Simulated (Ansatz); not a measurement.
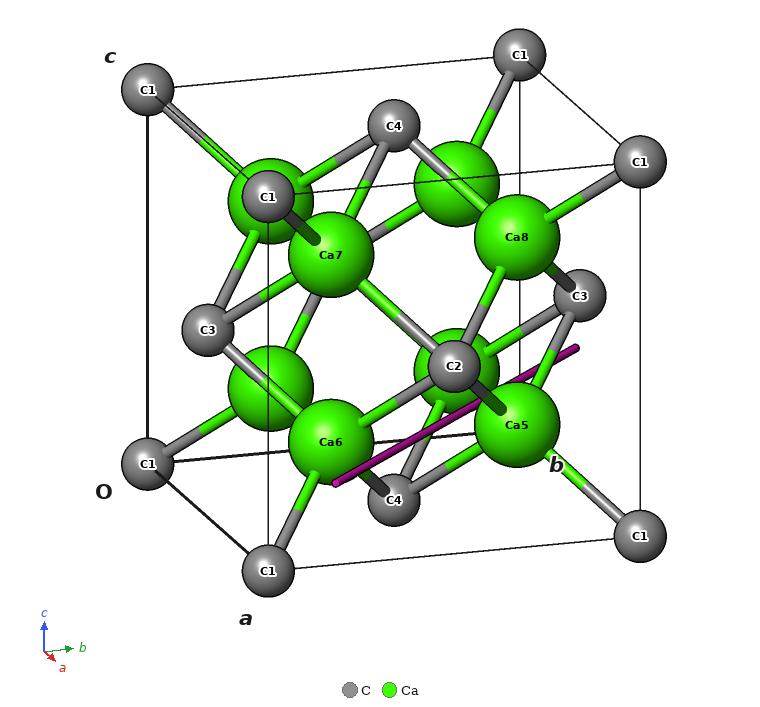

The coloured rod is the axis of a symmetry operation of the crystal. Crystal: Ca2C, the end point of a relaxation with Ansatz 0.2.0, DFT, LDA, plane waves, PAW; the starting structure was generated, so it need not be a known form of this composition. The drawing is computed from the coordinates (standard cell, symmetry found to 0.002 Å).

a = 6.116 Å, b = 6.116 Å, c = 6.116 Å, α = 90.00°, β = 90.00°, γ = 90.00°.

```csv
atom,x,y,z
C1,0.0000,0.0000,0.0000
Ca1,0.2500,0.7500,0.7500
Ca2,0.2500,0.2500,0.7500
C2,0.0000,0.5000,0.5000
Ca3,0.2500,0.2500,0.2500
Ca4,0.2500,0.7500,0.2500
C3,0.5000,0.0000,0.5000
Ca5,0.7500,0.7500,0.2500
Ca6,0.7500,0.2500,0.2500
C4,0.5000,0.5000,0.0000
Ca7,0.7500,0.2500,0.7500
Ca8,0.7500,0.7500,0.7500
```

Take the operation x, y, z → −y+3/2, −x+1, −z+1/2.

Q: What kind of operation is it, and where does it lie?

A: It is a 2₁ screw rotation with translation (1/4, −1/4, 0), about the line along [−1 1 0] through (5/8, 5/8, 1/4).

Q: Onto which atom does it carry each atom (up to whole multiples of a, b and c)?

A: C1 → C3, Ca1 → Ca8, Ca2 → Ca1, C2 → C1, Ca3 → Ca4, Ca4 → Ca5, C3 → C4, Ca5 → Ca6, Ca6 → Ca3, C4 → C2, Ca7 → Ca2, Ca8 → Ca7.
